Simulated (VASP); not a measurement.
Band structure of AgI (zinc blende). All values below come from PBE GGA, VASP's PBE PAW potentials (set 64) (plane waves; VASP).

Unless said otherwise, spin-orbit coupling is left out, though it shifts the bands of the heavy elements here.

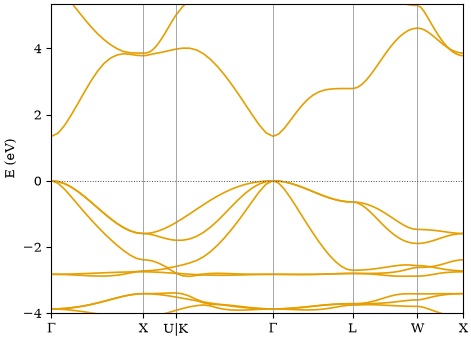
Bands along high-symmetry lines, zero at the valence-band maximum or, without a gap, the Fermi level

Problem. Read the plot: is there a gap, and where are the band edges?

Solution. The gap is direct, 1.34 eV, from the valence maximum at Γ to the conduction minimum at Γ. (Edges off the drawn lines would not show.)

The compound is AgI in the zinc blende structure, whereas wurtzite is the usual form. It was relaxed first, which changed the volume by +6 %.
